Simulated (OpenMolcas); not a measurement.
**How basis sets differ on CH5FOSi (SMILES C[SiH](O)F)**

CH5FOSi: 9 atoms, total charge 0, spin state singlet. As SMILES, `C[SiH](O)F`. The shape is that of a PBE0-D4/def2-TZVP optimisation. This is one conformer, not always the lowest.

Quantity: the HOMO–LUMO gap, in eV. The values are calculated.

```tsv
level	kind	program	value (eV)	CPU time
HF/ANO-L-MB	Hartree–Fock	OpenMolcas	20.15	1.6 s
HF/ANO-R0 (sfX2C)	Hartree–Fock	OpenMolcas	17.05	4.1 s
HF/STO-3G	Hartree–Fock	OpenMolcas	22.63	1.4 s
HF/3-21G	Hartree–Fock	OpenMolcas	18.15	1.9 s
HF/def2-SVP	Hartree–Fock	OpenMolcas	16.79	5.5 s
```

The values span 16.79 to 22.63 eV. A Hartree–Fock LUMO above zero doesn't converge with the basis: it sinks as sets grow more diffuse. Orbital gaps aren't excitation energies. Times are those of the runs behind each value, whatever else they computed, on shared processors of several kinds: orders of magnitude only.

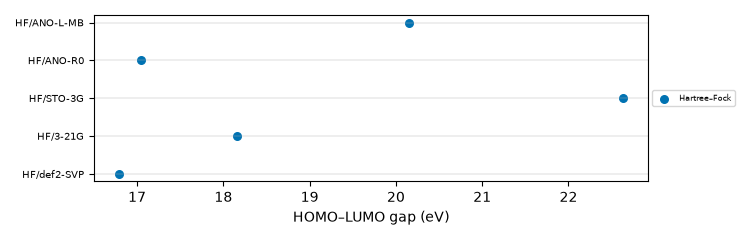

The values of the table, level by level.
